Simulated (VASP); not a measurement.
# N on Ru(0001): binding against coverage, part 8 of 12

How do binding and work function change as N crowds Ru(0001)?

VASP 6.6.1, plane waves and PAW; the level of theory is named at each step.

So far. Step 13 (The vacuum level with the adsorbate, coverage 2/4 …): The vacuum level lies 5.90 eV above the Fermi level at the upper face; the two faces differ by 0.88 eV, the step that the slab's dipole of 0.124 e·Å makes.

**14. Relaxing the adsorbate, coverage 3/4, k-mesh 6×6×1**

Level of this step: PBE, no spin polarisation; plane waves and PAW (Ru, N) (VASP).

System of this step: Ru16N3 (Ru(0001)). The cell holds 19 atoms: 16 Ru and 3 N. Its edges and angles: a = 5.433 Å, b = 5.433 Å, c = 21.412 Å, α = 90.0°, β = 90.0°, γ = 60.0°. It derives from Ru. 3 N over hcp sites of a 2 x 2 cell of Ru(0001). Vacuum lies along c.

INCAR

```
SYSTEM = Ru16N3
PREC = Normal
ENCUT = 440
EDIFF = 1E-05
NELM = 120
ISMEAR = 1
SIGMA = 0.15
LREAL = Auto
ALGO = Fast
GGA = PE
NBANDS = 90
LASPH = .TRUE.
LORBIT = 11
LWAVE = .FALSE.
LCHARG = .FALSE.
KPAR = 4
NCORE = 2
IBRION = 2
NSW = 45
ISIF = 2
EDIFFG = -0.03
POTIM = 0.4
MAXMIX = 40
IDIPOL = 3
LDIPOL = .TRUE.
DIPOL = 0.5 0.5 0.531
```

POSCAR

```
Ru16N3
1.0
    5.4333338510      0.0000000000      0.0000000000
    2.7166669255      4.7054051422      0.0000000000
    0.0000000000      0.0000000000     21.4119355986
Ru N
16 3
Selective dynamics
Direct
    0.8333333300      0.3333333300      0.3502719300  F F F
    0.3333333300      0.3333333300      0.3502719300  F F F
    0.8333333300      0.8333333300      0.3502719300  F F F
    0.3333333300      0.8333333300      0.3502719300  F F F
    0.0000000000      0.0000000000      0.4500906400  F F F
    0.5000000000      0.0000000000      0.4500906400  F F F
    0.0000000000      0.5000000000      0.4500906400  F F F
    0.5000000000      0.5000000000      0.4500906400  F F F
    0.8333333300      0.3333333300      0.5497019300  T T T
    0.3333333300      0.3333333300      0.5497019300  T T T
    0.8333333300      0.8333333300      0.5497019300  T T T
    0.3333333300      0.8333333300      0.5497019300  T T T
    0.0000000000      0.0000000000      0.6463084400  T T T
    0.5000000000      0.0000000000      0.6463084400  T T T
    0.0000000000      0.5000000000      0.6463084400  T T T
    0.5000000000      0.5000000000      0.6463084400  T T T
    0.3333333300      0.3333333300      0.7000168000  T T T
    0.8333333300      0.3333333300      0.7000168000  T T T
    0.3333333300      0.8333333300      0.7000168000  T T T
```

KPOINTS

```
Automatic mesh
0
Gamma
6 6 1
0 0 0
```

PAW data sets: Ru and N (PBE family, release 64).

Launch:

```bash
> mpirun -np 8 vasp_std
```

What it wrote:

```text
[banner, memory and clock lines left out]
running    8 mpi-ranks, on    1 nodes
[...]
LDA part: xc-table for (Slater+PW92), standard interpolation
 POSCAR, INCAR and KPOINTS ok, starting setup
[...]
entering main loop
       N       E                     dE             d eps       ncg     rms          rms(c)
DAV:   1     0.903981395538E+03    0.90398E+03   -0.58189E+04  1276   0.121E+03
DAV:   2    -0.821052026127E+02   -0.98609E+03   -0.91846E+03  1396   0.287E+02
DAV:   3    -0.176515540989E+03   -0.94410E+02   -0.90035E+02  2120   0.777E+01
DAV:   4    -0.181833787961E+03   -0.53182E+01   -0.51816E+01  1624   0.180E+01
[...]
RMM:  35    -0.164336773475E+03   -0.13323E-04   -0.54632E-06   697   0.602E-03    0.346E-03
RMM:  36    -0.164336785305E+03   -0.11831E-04   -0.23472E-06   600   0.410E-03    0.390E-03
RMM:  37    -0.164336788857E+03   -0.35517E-05   -0.75287E-07   519   0.296E-03
   1 F= -.16433679E+03 E0= -.16433281E+03  d E =-.164337E+03
[... from here on, the cycles between the ionic steps are left out ...]
   2 F= -.16456091E+03 E0= -.16455874E+03  d E =-.224123E+00
   3 F= -.16457111E+03 E0= -.16456966E+03  d E =-.234316E+00
   4 F= -.16460374E+03 E0= -.16460250E+03  d E =-.326320E-01
   5 F= -.16461388E+03 E0= -.16461280E+03  d E =-.427767E-01
   6 F= -.16463645E+03 E0= -.16463557E+03  d E =-.225640E-01
   7 F= -.16466073E+03 E0= -.16466020E+03  d E =-.468530E-01
   8 F= -.16466225E+03 E0= -.16466238E+03  d E =-.483643E-01
   9 F= -.16466974E+03 E0= -.16466957E+03  d E =-.558560E-01
  10 F= -.16468719E+03 E0= -.16468735E+03  d E =-.174496E-01
  11 F= -.16469580E+03 E0= -.16469636E+03  d E =-.260646E-01
  12 F= -.16469633E+03 E0= -.16469698E+03  d E =-.265902E-01
  13 F= -.16469875E+03 E0= -.16469948E+03  d E =-.242417E-02
  14 F= -.16469868E+03 E0= -.16469942E+03  d E =-.234991E-02
  15 F= -.16469867E+03 E0= -.16469941E+03  d E =-.234704E-02
  16 F= -.16469904E+03 E0= -.16469978E+03  d E =-.365820E-03
 trial-energy change:   -0.000366  1 .order   -0.000331   -0.000380   -0.000283
 step:   4.1748(harm=  4.1748)  dis= 0.00814  next Energy=  -164.699420 (dE=-0.745E-03)
 reached required accuracy - stopping structural energy minimisation
```

Run time: 8 min. Hardware: 8 MPI ranks of AMD EPYC 7R43, shared host; peak memory 2.2 GiB.

OUTCAR, selected parts (step 14):

```text
  Total       -4.5222716     -4.5222716     -7.7596274      0.0000000      0.0000000      0.0000000
  in kB      -13.2357294    -13.2357294    -22.7107829      0.0000000      0.0000000      0.0000000
  external PRESSURE =     -16.3940806 kB  Pullay stress =       0.0000000 kB

 POSITION                                       TOTAL-FORCE (eV/Angst)
 -----------------------------------------------------------------------------------
      5.43333      1.56847      7.50000         0.031265     -0.018051      0.880929
      2.71667      1.56847      7.50000        -0.031265     -0.018051      0.880929
      6.79167      3.92117      7.50000        -0.000000      0.000000      0.906700
      4.07500      3.92117      7.50000        -0.000000      0.036102      0.880929
      0.00000      0.00000      9.63731        -0.142488     -0.082266     -1.080508
      2.71667      0.00000      9.63731         0.142488     -0.082266     -1.080508
      1.35833      2.35270      9.63731        -0.000000      0.164532     -1.080508
      4.07500      2.35270      9.63731        -0.000000      0.000000     -0.317706
      5.44905      1.55940     11.76401        -0.023050      0.013308      0.001783
      2.70095      1.55940     11.76401         0.023050      0.013308      0.001783
      6.79167      3.92117     11.81742        -0.000000      0.000000     -0.020977
      4.07500      3.93932     11.76401        -0.000000     -0.026615      0.001783
      8.13142      4.69468     14.00285         0.009307      0.005374     -0.013223
      5.45191      4.69468     14.00285        -0.009307      0.005374     -0.013223
[...]
-----------------------------------------------------------------------------------
    total drift:                                0.000393      0.000227      0.111948

  FREE ENERGIE OF THE ION-ELECTRON SYSTEM (eV)
  ---------------------------------------------------
  free  energy   TOTEN  =      -164.6990407946 eV

  energy  without entropy=     -164.7012603782  energy(sigma->0) =     -164.69978066

[... 2 parts as in an earlier step ...]

[... 2 further parts left out ...]
[key lines of the parts left out:]
E-fermi :   1.9993
```

The steps of the relaxation:

```
step  energy less that of the first step (eV)  largest force (eV/Å)
   1                                   0.0000                1.3641
   2                                  -0.2241                0.4857
   3                                  -0.2343                0.5695
   4                                  -0.2669                0.3033
   5                                  -0.2771                0.5508
   6                                  -0.2997                0.3863
   7                                  -0.3239                0.2286
   8                                  -0.3255                0.5622
   9                                  -0.3329                0.3097
  10                                  -0.3504                0.2134
  11                                  -0.3590                0.2603
  12                                  -0.3595                0.2993
  13                                  -0.3620                0.0395
  14                                  -0.3619                0.0360
  15                                  -0.3619                0.0352
  16                                  -0.3623                0.0267
```

The atoms that moved most (Å):

```
atom      dx      dy     dz  length
Ru13  -0.019  -0.011  0.164   0.166
Ru15   0.000   0.021  0.164   0.166
Ru14   0.019  -0.011  0.164   0.166
 N19   0.000   0.007  0.137   0.137
 N18   0.006  -0.003  0.137   0.137
 N17  -0.006  -0.003  0.137   0.137
Ru16   0.000   0.000  0.090   0.090
Ru11   0.000   0.000  0.047   0.047
```

Final coordinates:

```
Ru N
1.0
     5.43333    0.00000    0.00000
     2.71667    4.70541    0.00000
     0.00000    0.00000   21.41194
Ru N
16 3
Cartesian
  5.4333 1.5685 7.5000
  2.7167 1.5685 7.5000
  6.7917 3.9212 7.5000
  4.0750 3.9212 7.5000
  0.0000 0.0000 9.6373
  2.7167 0.0000 9.6373
  1.3583 2.3527 9.6373
  4.0750 2.3527 9.6373
  5.4490 1.5594 11.7640
  2.7010 1.5594 11.7640
  6.7917 3.9212 11.8174
  4.0750 3.9393 11.7640
  -0.0186 -0.0107 14.0029
  2.7352 -0.0107 14.0029
  1.3583 2.3742 14.0029
  4.0750 2.3527 13.9282
  2.7106 1.5650 15.1253
  5.4394 1.5650 15.1253
  4.0750 3.9282 15.1253
```

The run ended after 16 ionic steps, 0.362 eV below its first step, once the forces on the free atoms met EDIFFG = -0.03.

**15. The vacuum level with the adsorbate, coverage 3/4, k-mesh 6×6×1**

INCAR

```
SYSTEM = Ru16N3
PREC = Normal
ENCUT = 440
EDIFF = 1E-06
NELM = 120
ISMEAR = 1
SIGMA = 0.15
LREAL = Auto
ALGO = Fast
GGA = PE
NBANDS = 90
LASPH = .TRUE.
LORBIT = 11
LWAVE = .FALSE.
LCHARG = .FALSE.
KPAR = 4
NCORE = 2
IDIPOL = 3
LDIPOL = .TRUE.
DIPOL = 0.5 0.5 0.533
LVHAR = .TRUE.
LVACPOTAV = .TRUE.
```

POSCAR

```
Ru16N3
1.0
    5.4333338510      0.0000000000      0.0000000000
    2.7166669255      4.7054051422      0.0000000000
    0.0000000000      0.0000000000     21.4119355986
Ru N
16 3
Selective dynamics
Direct
    0.8333333300      0.3333333300      0.3502719300  F F F
    0.3333333300      0.3333333300      0.3502719300  F F F
    0.8333333300      0.8333333300      0.3502719300  F F F
    0.3333333300      0.8333333300      0.3502719300  F F F
    0.0000000000      0.0000000000      0.4500906400  F F F
    0.5000000000      0.0000000000      0.4500906400  F F F
    0.0000000000      0.5000000000      0.4500906400  F F F
    0.5000000000      0.5000000000      0.4500906400  F F F
    0.8371894736      0.3314052582      0.5494138673  T T T
    0.3314052582      0.3314052582      0.5494138673  T T T
    0.8333333300      0.8333333300      0.5519080472  T T T
    0.3314052582      0.8371894736      0.5494138673  T T T
    0.9977206713      0.9977206713      0.6539742410  T T T
    0.5045586573      0.9977206713      0.6539742410  T T T
    0.9977206713      0.5045586573      0.6539742410  T T T
    0.5000000000      0.5000000000      0.6504885621  T T T
    0.3325909663      0.3325909663      0.7063975441  T T T
    0.8348180575      0.3325909663      0.7063975441  T T T
    0.3325909663      0.8348180575      0.7063975441  T T T
```

KPOINTS is that of step 14.

Launch:

```bash
> mpirun -np 8 vasp_std
```

What it wrote:

```text
[... set-up lines as in an earlier step ...]
 entering main loop
       N       E                     dE             d eps       ncg     rms          rms(c)
DAV:   1     0.894870530085E+03    0.89487E+03   -0.58060E+04  1276   0.121E+03
DAV:   2    -0.805757720283E+02   -0.97545E+03   -0.91096E+03  1372   0.287E+02
DAV:   3    -0.176523886865E+03   -0.95948E+02   -0.91370E+02  2168   0.774E+01
DAV:   4    -0.182148262621E+03   -0.56244E+01   -0.54570E+01  1624   0.182E+01
[...]
RMM:  35    -0.164699041200E+03   -0.32985E-05   -0.48995E-07   862   0.193E-03    0.207E-03
RMM:  36    -0.164699043281E+03   -0.20811E-05   -0.50407E-07   817   0.164E-03    0.132E-03
RMM:  37    -0.164699044048E+03   -0.76699E-06   -0.13247E-07   637   0.102E-03
 [... a notice as in an earlier step ...]

   1 F= -.16469904E+03 E0= -.16469978E+03  d E =0.219662E-02
```

The job ended after 2.4 min (8 MPI ranks; peak memory 2 GiB).

From OUTCAR (step 15):

```text
  Total       -4.5125609     -4.5125609     -7.8002729      0.0000000      0.0000000      0.0000000
  in kB      -13.2073084    -13.2073084    -22.8297438      0.0000000      0.0000000      0.0000000
  external PRESSURE =     -16.4147868 kB  Pullay stress =       0.0000000 kB

 POSITION                                       TOTAL-FORCE (eV/Angst)
 -----------------------------------------------------------------------------------
      5.43333      1.56847      7.50000         0.031306     -0.018075      0.880264
      2.71667      1.56847      7.50000        -0.031306     -0.018075      0.880264
      6.79167      3.92117      7.50000        -0.000000     -0.000000      0.906193
      4.07500      3.92117      7.50000        -0.000000      0.036150      0.880264
      0.00000      0.00000      9.63731        -0.142645     -0.082356     -1.081052
      2.71667      0.00000      9.63731         0.142645     -0.082356     -1.081052
      1.35833      2.35270      9.63731        -0.000000      0.164713     -1.081052
      4.07500      2.35270      9.63731        -0.000000     -0.000000     -0.317902
      5.44905      1.55940     11.76401        -0.024546      0.014172      0.002418
      2.70095      1.55940     11.76401         0.024546      0.014172      0.002418
      6.79167      3.92117     11.81742        -0.000000     -0.000000     -0.022401
      4.07500      3.93932     11.76401        -0.000000     -0.028343      0.002418
      8.13142      4.69468     14.00285         0.010078      0.005818     -0.012783
      5.45191      4.69468     14.00285        -0.010078      0.005818     -0.012783
[...]
-----------------------------------------------------------------------------------
    total drift:                                0.000393      0.000227      0.123072

  FREE ENERGIE OF THE ION-ELECTRON SYSTEM (eV)
  ---------------------------------------------------
  free  energy   TOTEN  =      -164.6990440478 eV

  energy  without entropy=     -164.7012406653  energy(sigma->0) =     -164.69977625

[... 2 parts as in an earlier step ...]

[... 1 further part left out ...]
[key lines of the parts left out:]
E-fermi :   1.9923
```

The planar average of the electrostatic potential oscillates, so the rows of the table below give means over windows of 1 Å about each position, cut where the curve ends. Its maxima inside the range that stand out by 2 % of the span (Å: eV): 8.6: -1.80, 10.7: -1.89, 12.9: -1.31. Its minima: 7.6: -21.3, 9.7: -21.9, 11.8: -21.7, 14.0: -22.4.

Zero at the Fermi level. The planar average of the electrostatic potential by height; means over each step:

```
height (Å)  planar average of the electrostatic potential (eV)
         0                                                6.50
         1                                                5.33
         2                                                5.05
         3                                                5.05
         4                                                5.04
         5                                                4.90
         6                                                3.21
         7                                               -12.6
         8                                               -12.9
         9                                               -10.6
        10                                               -15.8
        11                                               -8.22
        12                                               -17.7
        13                                               -5.62
        14                                               -19.8
        15                                               -7.90
        16                                                4.52
        17                                                6.49
        18                                                6.54
        19                                                6.54
        20                                                6.54
        21                                                6.54
```

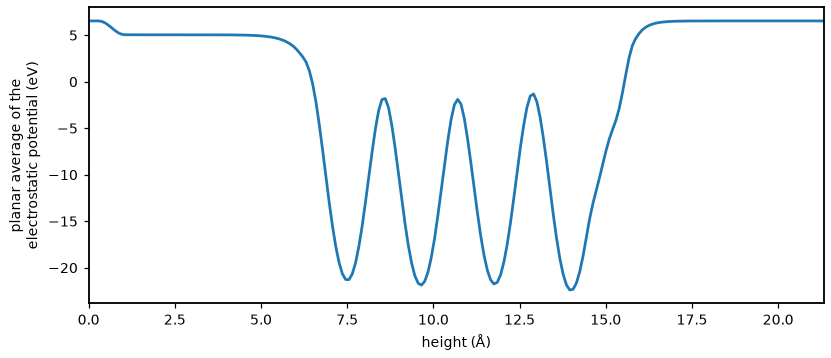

Planar average of the electrostatic potential against height.

At the end the adsorbate's closest contact with the slab is N-Ru at 1.93 Å, 1.58 Å to the side of the slab's atom, and its lowest atom lies 1.12 Å above the highest atom of the slab.

The vacuum level lies 6.54 eV above the Fermi level at the upper face; the two faces differ by 1.49 eV, the step that the slab's dipole of 0.210 e·Å makes.

VASP counts the dipole in electrons times Å, so a positive number points the physical dipole along −c.

The program found no field-free point at its default tolerance, but its printed level agrees with the flat part of the planar average.

[end of part 8 of 12]

[Lines on the potential files, build, host, timing and source positions are cut from VASP's logs without a mark.]

[Logs are printed without paths, hosts, clocks, repeated set-up lines and the standing remarks that a program may print on its own settings, such as how far it seeks lower states.]

[Hosts, paths, dates, database ids (printed as entryN), source tags and the programs' standing remarks are cut or masked in the printed files.]

[Runs that stopped without an error message from VASP are left out.]
